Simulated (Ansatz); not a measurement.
Profile along the N–B line in BN (zinc blende)

BN (zinc blende), conventional cell a = b = c = 3.6089 Å, α = β = γ = 90.00°. The calculation uses the primitive cell of 2 atoms, to which meshes and values per cell refer.

Fields along a shortest N–B line of a {110} plane (1.56 Å), from N to B, interpolated on the slice's grid (step about 0.1 Å). These are r2SCAN (plane waves to 500 eV, PAW, scalar-relativistic; Ansatz, a program for electronic structure) values and carry that method's errors. k mesh 16×16×16. These are valence fields of a PAW run, semicore shells included where kept as valence: close to a nucleus they are smooth pseudo fields. BN was relaxed with its symmetry unable to fall. The PAW data are Ansatz's earlier set.

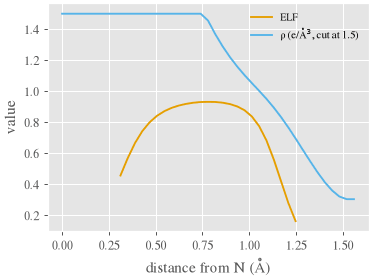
Figure. ELF (away from the nuclei) and valence density from N to B.

Density on the N–B line (1.56 Å) at its midpoint: 1.46 e/Å³. ELF at that point: 0.9. ELF maximum in the middle third of the N–B line: 0.93, 0.8 Å from N.
